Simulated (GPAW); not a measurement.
**H2 in line between two Ta chains: transmission at several levels**

How well does H2 in line between two Ta chains conduct at low bias, and how far do basis and functional move the answer?

Method: GPAW LCAO, PAW setups; Landauer transmission from Green's functions with principal layers (ASE), zero bias, in GPAW 26.7.0.

## 1. Starting point

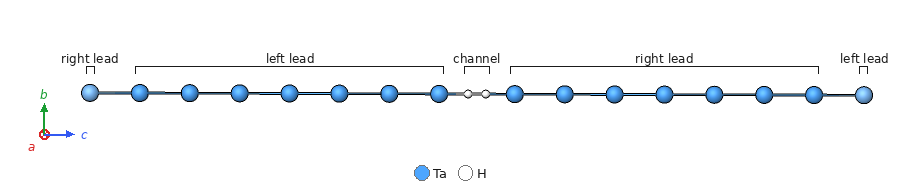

The cell as given, from the side, with the c axis across the page (tantalum blue, hydrogen white). Some periodic images of atoms are drawn too.

The cell holds 16 atoms: 14 Ta and 2 H. Its edges and angles: a = 9.000 Å, b = 9.000 Å, c = 34.844 Å, α = 90.0°, β = 90.0°, γ = 90.0°. Regions: left lead, 7 atoms (7 Ta); channel, 2 atoms (2 H); right lead, 7 atoms (7 Ta). Vacuum lies along a and b. The structure is stacked along c, and the current runs across the ab planes.

## 2. Double-zeta polarised basis

Localised orbitals split the wire into layers that couple to their neighbours alone, which is what the Green's function method needs; double zeta with polarisation is the usual level for numbers.

File run.py:

```python
import json
import numpy as np
from ase import Atoms
from ase.transport.calculators import TransportCalculator
from gpaw import GPAW, FermiDirac
from gpaw.lcao.tools import get_lcao_hamiltonian
from scipy.linalg import eigh

# The junction with lead layers at both ends, along the third cell vector
device = Atoms(
    ['Ta', 'Ta', 'Ta', 'Ta', 'Ta', 'Ta', 'Ta', 'H', 'H', 'Ta', 'Ta', 'Ta', 'Ta', 'Ta', 'Ta', 'Ta'],
    positions=[
        [4.50000, 4.50000, 1.20000],
        [4.50000, 4.50000, 3.60000],
        [4.50000, 4.50000, 6.00000],
        [4.50000, 4.50000, 8.40000],
        [4.50000, 4.50000, 10.80000],
        [4.50000, 4.50000, 13.20000],
        [4.50000, 4.50000, 15.60000],
        [4.50000, 4.50000, 16.99700],
        [4.50000, 4.50000, 17.84700],
        [4.50000, 4.50000, 19.24400],
        [4.50000, 4.50000, 21.64400],
        [4.50000, 4.50000, 24.04400],
        [4.50000, 4.50000, 26.44400],
        [4.50000, 4.50000, 28.84400],
        [4.50000, 4.50000, 31.24400],
        [4.50000, 4.50000, 33.64400]],
    cell=[[9.0, 0.0, 0.0], [0.0, 9.0, 0.0], [0.0, 0.0, 34.844]],
    pbc=True)

# One principal layer of the lead: the first 5 atoms of the device
lead = Atoms(
    ['Ta', 'Ta', 'Ta', 'Ta', 'Ta'],
    positions=[
        [4.50000, 4.50000, 1.20000],
        [4.50000, 4.50000, 3.60000],
        [4.50000, 4.50000, 6.00000],
        [4.50000, 4.50000, 8.40000],
        [4.50000, 4.50000, 10.80000]],
    cell=[[9.0, 0.0, 0.0], [0.0, 9.0, 0.0], [0.0, 0.0, 12.0]],
    pbc=True)

settings = dict(mode='lcao', basis='dzp', xc='PBE', h=0.2,
                occupations=FermiDirac(0.1), maxiter=250,
                mixer=dict(beta=0.1, nmaxold=8, weight=100.0),
                convergence=dict(density=0.0001))
energies = np.arange(-3, 3 + 1e-9, 0.075)
eta = 0.0001
n1, n2 = 1, 1
# k and -k transmit alike, so half of the mesh across the current serves
mesh = [(i, j) for i in range(n1) for j in range(n2) if (i, j) <= (-i % n1, -j % n2)]
weights = np.array([1 if (i, j) == (-i % n1, -j % n2) else 2 for i, j in mesh]) / (n1 * n2)

# [... helper functions left out ...]
fermi_lead = ground_state(lead, (1, 1, 10), 'lead.txt')
fermi_device = ground_state(device, (1, 1, 3), 'device.txt')
# [... loop over the mesh left out, but for ...]
        # Shift the lead onto the potential of the device's first layer
        shift = ((H[:, 0, 0] - H0[:, 0, 0]) / S0[0, 0]).real.mean()
# [...]
kT = 8.617333e-5 * 500
bias = [0.1, 0.2, 0.5, 1.0, 1.5, 2.0]
# [... integrals and printing left out ...]
```

The run is started by

```console
$ OMP_NUM_THREADS=1 OPENBLAS_NUM_THREADS=1 python run.py
```

What it wrote:

```text
basis functions: device 416, principal layer 145
Fermi level: lead -2.2740 eV, device -2.2739 eV; lead shifted by 0.0049 eV
largest coupling past the next layer 9.06e-08 eV, largest misfit of the first layer 0.094 eV
  E-E_F (eV)   T (one spin)  [channel counts left out]
    -3.000    7.8918e-01
    -2.925    7.9522e-01
    -2.850    7.9957e-01
    -2.775    8.0221e-01
    -2.700    8.0307e-01
    -2.625    8.0201e-01
    -2.550    7.9886e-01
    -2.475    7.9342e-01
    -2.400    7.8546e-01
    -2.325    7.9384e-01
    -2.250    8.0419e-01
    -2.175    8.1649e-01
    -2.100    8.3111e-01
    -2.025    8.5478e-01
    -1.950    8.3329e-01
    -1.875    8.3299e-01
[...]
2.475    9.3231e-01
     2.550    9.3903e-01
     2.625    9.4572e-01
     2.700    9.5235e-01
     2.775    9.5888e-01
     2.850    9.6525e-01
     2.925    9.7139e-01
     3.000    9.7720e-01
conductance at 500 K: 2.198 G0 a cell; thermopower -2.247 uV/K
current from the zero-bias T(E) at 0.1 V: 17.013 uA
current from the zero-bias T(E) at 0.2 V: 33.92 uA
current from the zero-bias T(E) at 0.5 V: 83.351 uA
current from the zero-bias T(E) at 1.0 V: 162.38 uA
current from the zero-bias T(E) at 1.5 V: 238.83 uA
current from the zero-bias T(E) at 2.0 V: 313.53 uA
```

Wall time 1.7 min (1 thread of AMD EPYC 9R45, shared host); peak memory 1.4 GiB.

Numbers from this step:

* conductance: 2.198 G₀
* largest coupling past the next principal layer: 9.06e-8 eV
* largest misfit of the first principal layer: 0.09421 eV
* shift that aligns the lead: 0.004878 eV
* basis functions of the junction: 416
* basis functions of a principal layer: 145
* transmission at the Fermi level (one spin): 2.215

One spin. Transmission, zone mean against energy, zero at the Fermi level:

| energy (eV) | transmission, zone mean |
| --- | --- |
| -3.000 | 0.789 |
| -2.475 | 0.793 |
| -2.025 | 0.855 |
| -1.500 | 1.51 |
| -0.975 | 1.65 |
| -0.525 | 1.83 |
| 0.000 | 2.22 |
| 0.525 | 2.15 |
| 0.975 | 2.17 |
| 1.275 | 2.25 |
| 1.500 | 1.10 |
| 2.025 | 0.949 |
| 2.475 | 0.932 |
| 3.000 | 0.977 |

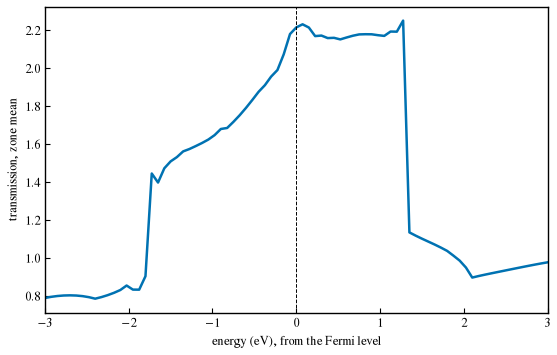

Transmission, zone mean against energy.

Not self-consistent under bias; the bias window is split evenly. Table of current through one cell, from the zero-bias transmission by bias:

| bias (V) | current through one cell, from the zero-bias transmission (μA) |
| --- | --- |
| 0.100 | 17.0 |
| 0.200 | 33.9 |
| 0.500 | 83.4 |
| 1.000 | 162 |
| 1.500 | 239 |
| 2.000 | 314 |

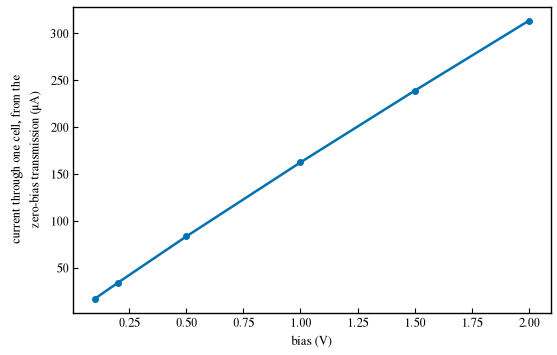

Current through one cell, from the zero-bias transmission against bias.

The transmission of the three most open eigenchannels by energy, zero at the Fermi level:

```
energy (eV)  channel 1  channel 2  channel 3
     -3.000      0.789     4.2e-7    6.7e-12
     -2.475      0.793     4.2e-7    1.1e-12
     -2.025      0.704     0.0753     0.0753
     -1.500      0.935      0.278      0.147
     -0.975      0.961      0.278      0.204
     -0.525      0.974      0.309      0.309
      0.000      0.979      0.430      0.430
      0.525      0.981      0.439      0.439
      0.975      0.983      0.471      0.471
      1.500      0.977     0.0927     0.0159
      2.025      0.930     0.0137    0.00265
      2.475      0.932     3.0e-7    5.6e-12
      3.000      0.977     2.2e-7    5.1e-12
```

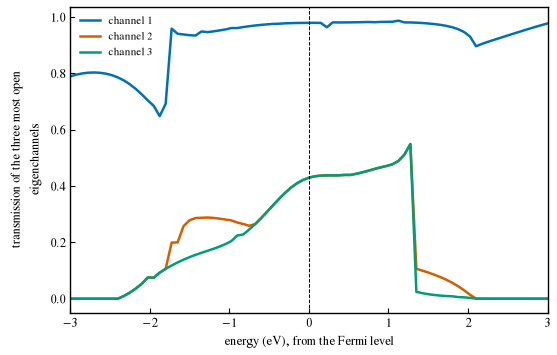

Transmission of the three most open eigenchannels against energy.

Couplings past the next layer reach 9.1e-8 eV, small enough to drop; the matrix elements of the cell's first layer differ from the bulk lead's by up to 0.094 eV. That layer keeps its own values in the calculation, and only beyond it is the lead taken as perfect. The Fermi levels of lead and junction count from different zeros of potential, one for each periodic cell; with both set to zero, the small remaining shift is what aligns them. Without spin-orbit coupling, which is large for these atoms, channel counts and T are those of the scalar-relativistic bands. By hand: G = 2.198 × 77.48 μS = 170 μS, a resistance of 5.87 kΩ; at 0.1 V a linear junction would pass 17.0 μA, and the integral over the bias window gives 17.0 μA.

## 3. GPAW, szp: basis = "szp(dzp)"

One radial function a shell plus polarisation makes the matrices smaller; the question is what that costs.

run.py: that of step 2 with these lines changed.

```diff
@@ -43,3 +43,3 @@
 
-settings = dict(mode='lcao', basis='dzp', xc='PBE', h=0.2,
+settings = dict(mode='lcao', basis='szp(dzp)', xc='PBE', h=0.2,
                 occupations=FermiDirac(0.1), maxiter=250,
```

What it wrote:

```text
basis functions: device 232, principal layer 80
Fermi level: lead -2.3121 eV, device -2.3090 eV; lead shifted by 0.0046 eV
largest coupling past the next layer 9.07e-08 eV, largest misfit of the first layer 0.107 eV
  E-E_F (eV)   T (one spin)  [channel counts left out]
    -3.000    8.3904e-01
    -2.925    8.4531e-01
    -2.850    8.5055e-01
    -2.775    8.5469e-01
    -2.700    8.5765e-01
    -2.625    8.5928e-01
    -2.550    8.5944e-01
    -2.475    8.5798e-01
    -2.400    8.5472e-01
    -2.325    8.8183e-01
    -2.250    9.0669e-01
    -2.175    9.3478e-01
    -2.100    9.6282e-01
    -2.025    9.8615e-01
    -1.950    1.0057e+00
    -1.875    1.0288e+00
[...]
2.475    9.1215e-01
     2.550    9.1980e-01
     2.625    9.2750e-01
     2.700    9.3521e-01
     2.775    9.4291e-01
     2.850    9.5053e-01
     2.925    9.5803e-01
     3.000    9.6530e-01
conductance at 500 K: 2.1236 G0 a cell; thermopower -1.983 uV/K
current from the zero-bias T(E) at 0.1 V: 16.438 uA
current from the zero-bias T(E) at 0.2 V: 32.788 uA
current from the zero-bias T(E) at 0.5 V: 80.796 uA
current from the zero-bias T(E) at 1.0 V: 157.68 uA
current from the zero-bias T(E) at 1.5 V: 231.87 uA
current from the zero-bias T(E) at 2.0 V: 303.83 uA
```

It took 70 s on 1 thread; peak memory 1.3 GiB.

This step gave:

| Property | Result |
| --- | --- |
| conductance | 2.124 G₀ |
| largest coupling past the next principal layer | 9.07e-8 eV |
| largest misfit of the first principal layer | 0.1070 eV |
| shift that aligns the lead | 0.004623 eV |
| basis functions of the junction | 232 |
| basis functions of a principal layer | 80 |
| transmission at the Fermi level (one spin) | 2.142 |

One spin. The transmission, zone mean by energy, zero at the Fermi level:

```
energy (eV)  transmission, zone mean
    -3.0000                    0.839
    -2.7750                    0.855
    -2.4750                    0.858
    -2.2500                    0.907
    -2.0250                    0.986
    -1.7250                     1.20
    -1.5000                     1.47
    -1.2750                     1.55
    -0.9750                     1.62
    -0.7500                     1.70
    -0.5250                     1.81
    -0.2250                     1.95
     0.0000                     2.14
     0.0750                     2.15
     0.2250                     2.11
     0.5250                     2.07
     0.7500                     2.07
     0.9750                     2.05
     1.2750                     2.02
     1.5000                     1.08
     1.7250                     1.04
     2.0250                    0.938
     2.2500                    0.889
     2.4750                    0.912
     2.7750                    0.943
     3.0000                    0.965
```

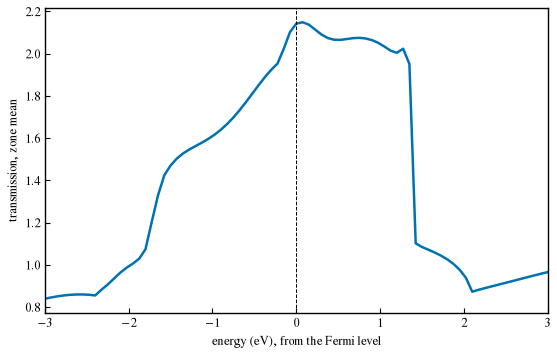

Transmission, zone mean, plotted against energy.

Not self-consistent under bias; the bias window is split evenly. Current through one cell, from the zero-bias transmission against bias:

```
bias (V)  current through one cell, from the zero-bias transmission (μA)
   0.100                                                            16.4
   0.200                                                            32.8
   0.500                                                            80.8
   1.000                                                             158
   1.500                                                             232
   2.000                                                             304
```

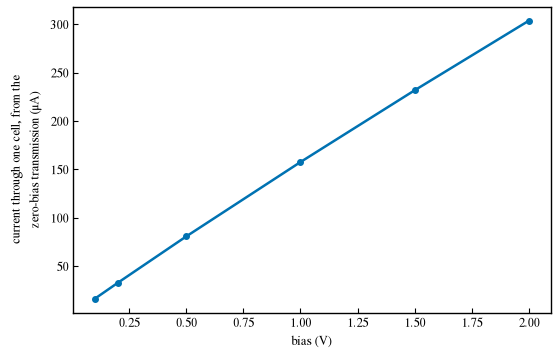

Current through one cell, from the zero-bias transmission, plotted against bias.

Table of transmission of the three most open eigenchannels by energy, zero at the Fermi level:

```
energy (eV)  channel 1  channel 2  channel 3
    -3.0000      0.839     1.0e-7          0
    -2.7750      0.855     1.1e-7          0
    -2.4750      0.858     1.1e-7          0
    -2.2500      0.842     0.0321     0.0321
    -2.0250      0.812     0.0872     0.0872
    -1.7250      0.929      0.137      0.137
    -1.5000      0.895      0.241      0.167
    -1.2750      0.919      0.255      0.186
    -0.9750      0.938      0.251      0.214
    -0.7500      0.950      0.254      0.254
    -0.5250      0.960      0.312      0.312
    -0.2250      0.967      0.386      0.386
     0.0000      0.970      0.414      0.414
     0.2250      0.971      0.418      0.418
     0.5250      0.974      0.415      0.415
     0.7500      0.977      0.419      0.419
     0.9750      0.978      0.422      0.422
     1.2750      0.975      0.446      0.446
     1.5000      0.971     0.0858     0.0138
     1.7250      0.962     0.0645    0.00859
     2.0250      0.919     0.0151    0.00177
     2.2500      0.889     1.7e-7    8.2e-12
     2.4750      0.912     1.7e-7          0
     2.7750      0.943     1.7e-7          0
     3.0000      0.965     1.7e-7          0
```

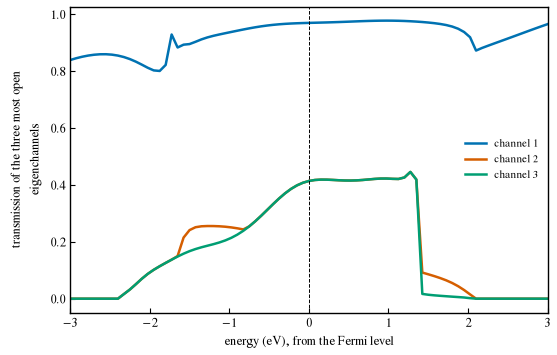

Transmission of the three most open eigenchannels, plotted against energy.

The conductance, 2.12 G₀, lies 3.4 % below that of the dzp run.

## 4. Minimal basis

One function for each valence shell of the setup, as for a first survey of a large system.

run.py: that of step 3 with these lines changed.

```diff
@@ -43,3 +43,3 @@
 
-settings = dict(mode='lcao', basis='szp(dzp)', xc='PBE', h=0.2,
+settings = dict(mode='lcao', basis='sz(dzp)', xc='PBE', h=0.2,
                 occupations=FermiDirac(0.1), maxiter=250,
```

What it wrote:

```text
basis functions: device 184, principal layer 65
Fermi level: lead -2.3284 eV, device -2.3076 eV; lead shifted by 0.0040 eV
largest coupling past the next layer 9.07e-08 eV, largest misfit of the first layer 0.122 eV
  E-E_F (eV)   T (one spin)  [channel counts left out]
    -3.000    8.7646e-01
    -2.925    8.8179e-01
    -2.850    8.8621e-01
[...]
2.925    9.4412e-01
     3.000    9.5301e-01
conductance at 500 K: 2.0344 G0 a cell; thermopower -1.913 uV/K
current from the zero-bias T(E) at 0.1 V: 15.747 uA
current from the zero-bias T(E) at 0.2 V: 31.404 uA
current from the zero-bias T(E) at 0.5 V: 77.317 uA
current from the zero-bias T(E) at 1.0 V: 150.66 uA
current from the zero-bias T(E) at 1.5 V: 221.4 uA
current from the zero-bias T(E) at 2.0 V: 290.36 uA
```

The job ended after 54 s (1 thread; peak memory 1.3 GiB).

This step gave:

| Quantity | Value |
| --- | --- |
| conductance | 2.034 G₀ |
| largest misfit of the first principal layer | 0.1224 eV |
| shift that aligns the lead | 0.004010 eV |
| basis functions of the junction | 184 |
| basis functions of a principal layer | 65 |
| transmission at the Fermi level (one spin) | 2.054 |

The conductance, 2.03 G₀, lies 7.4 % below that of the dzp run.

## 5. LDA in the dzp basis: xc = "LDA"

Back in the dzp basis, the functional changes from PBE to LDA, to set the spread between functionals beside that between bases.

run.py: that of step 4 with these lines changed.

```diff
@@ -43,3 +43,3 @@
 
-settings = dict(mode='lcao', basis='sz(dzp)', xc='PBE', h=0.2,
+settings = dict(mode='lcao', basis='dzp', xc='LDA', h=0.2,
                 occupations=FermiDirac(0.1), maxiter=250,
```

What it wrote:

```text
basis functions: device 416, principal layer 145
Fermi level: lead -2.5177 eV, device -2.5221 eV; lead shifted by 0.0006 eV
largest coupling past the next layer 9.78e-08 eV, largest misfit of the first layer 0.082 eV
  E-E_F (eV)   T (one spin)  [channel counts left out]
    -3.000    7.8172e-01
    -2.925    7.8933e-01
    -2.850    7.9538e-01
[...]
2.925    9.7803e-01
     3.000    9.8284e-01
conductance at 500 K: 2.2772 G0 a cell; thermopower -2.152 uV/K
current from the zero-bias T(E) at 0.1 V: 17.626 uA
current from the zero-bias T(E) at 0.2 V: 35.15 uA
current from the zero-bias T(E) at 0.5 V: 86.453 uA
current from the zero-bias T(E) at 1.0 V: 167.95 uA
current from the zero-bias T(E) at 1.5 V: 246.53 uA
current from the zero-bias T(E) at 2.0 V: 323.67 uA
```

Elapsed: 97 s, on 1 thread; peak memory 1.4 GiB.

Numbers from this step:

```
conductance                                    : 2.277 G₀
largest coupling past the next principal layer : 9.78e-8 eV
largest misfit of the first principal layer    : 0.08212 eV
shift that aligns the lead                     : 6.41e-4 eV
basis functions of the junction                : 416
basis functions of a principal layer           : 145
transmission at the Fermi level (one spin)     : 2.298
```

One spin. The transmission, zone mean by energy, zero at the Fermi level:

| energy (eV) | transmission, zone mean |
| --- | --- |
| -3.000 | 0.782 |
| -2.475 | 0.797 |
| -2.025 | 0.841 |
| -1.500 | 1.55 |
| -0.975 | 1.73 |
| -0.525 | 1.89 |
| 0.000 | 2.30 |
| 0.525 | 2.21 |
| 0.975 | 2.25 |
| 1.350 | 2.34 |
| 1.500 | 1.09 |
| 2.025 | 0.910 |
| 2.475 | 0.944 |
| 3.000 | 0.983 |

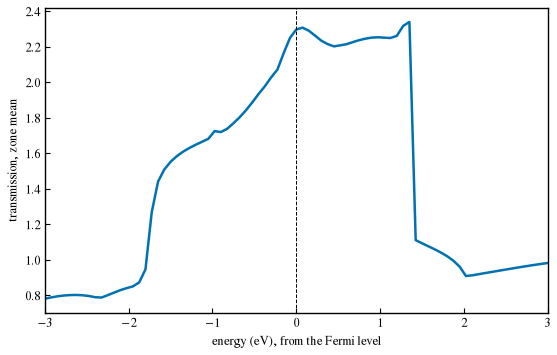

Transmission, zone mean, plotted against energy.

The conductance, 2.28 G₀, lies 3.6 % above that of the dzp run.

## 6. The ladder

Times are for 1 thread of AMD EPYC 9R45, shared host. The series side by side:

```
no.      run  conductance (G₀)     time  memory (GiB)
  1      dzp             2.198  1.7 min           1.4
  2      szp             2.124     70 s           1.3
  3       sz             2.034     54 s           1.3
  4  dzp LDA             2.277     97 s           1.4
```

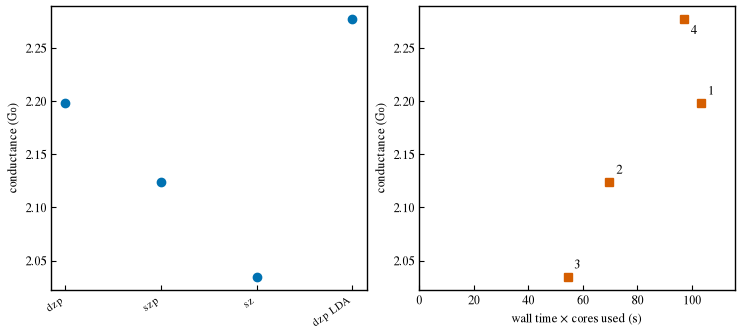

The series as plots; the last panel sets the first result against cost, with the runs numbered as in the table.

## 7. The levels side by side

The curves are compared point by point over the common energies.

This step: comparison of transmission and cost over codes and levels (GPAW 26.7.0).

Ladder, by row:

| step | code | T at the Fermi level (sum over the listed spins) | conductance (G0) | r.m.s. T(E) from the first | wall time (s) | peak memory (GiB) | threads |
| --- | --- | --- | --- | --- | --- | --- | --- |
| dzp | GPAW | 2.215 | 2.198 | 0 | 103.3 | 1.39 | 1 |
| szp | GPAW | 2.142 | 2.124 | 0.1223 | 69.59 | 1.32 | 1 |
| sz | GPAW | 2.054 | 2.034 | 0.1809 | 54.44 | 1.3 | 1 |
| dzp-LDA | GPAW | 2.298 | 2.277 | 0.1431 | 97.01 | 1.42 | 1 |

Transmission, zone mean, sum over the listed spins against energy, zero at the Fermi level:

```
energy (eV)    dzp    szp     sz  dzp-LDA
     -3.000  0.789  0.839  0.876    0.782
     -2.475  0.793  0.858  0.891    0.797
     -2.025  0.855  0.986   1.01    0.841
     -1.500   1.51   1.47   1.40     1.55
     -0.975   1.65   1.62   1.57     1.73
     -0.525   1.83   1.81   1.73     1.89
      0.000   2.22   2.14   2.05     2.30
      0.075   2.23   2.15   2.06     2.31
      0.525   2.15   2.07   1.95     2.21
      0.975   2.17   2.05   1.96     2.25
      1.275   2.25   2.02   1.94     2.32
      1.350   1.13   1.95   2.00     2.34
      1.500   1.10   1.08   1.07     1.09
      2.025  0.949  0.938  0.905    0.910
      2.475  0.932  0.912  0.889    0.944
      3.000  0.977  0.965  0.953    0.983
```

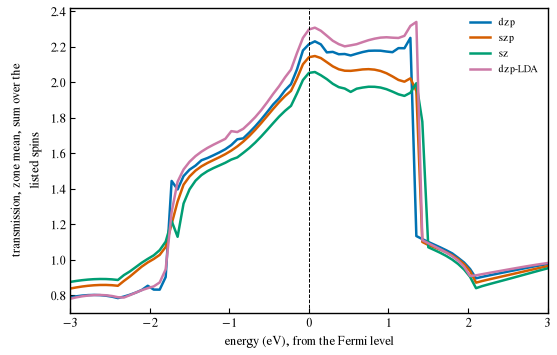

Transmission, zone mean, sum over the listed spins against energy.

(Part 1 of 2 ends here.)

[Logs are printed without paths, hosts, clocks, repeated set-up lines and the standing remarks that a program may print on its own settings, such as how far it seeks lower states.]

[Hosts, paths, dates, database ids (printed as entryN), source tags and the programs' standing remarks are cut or masked in the printed files.]
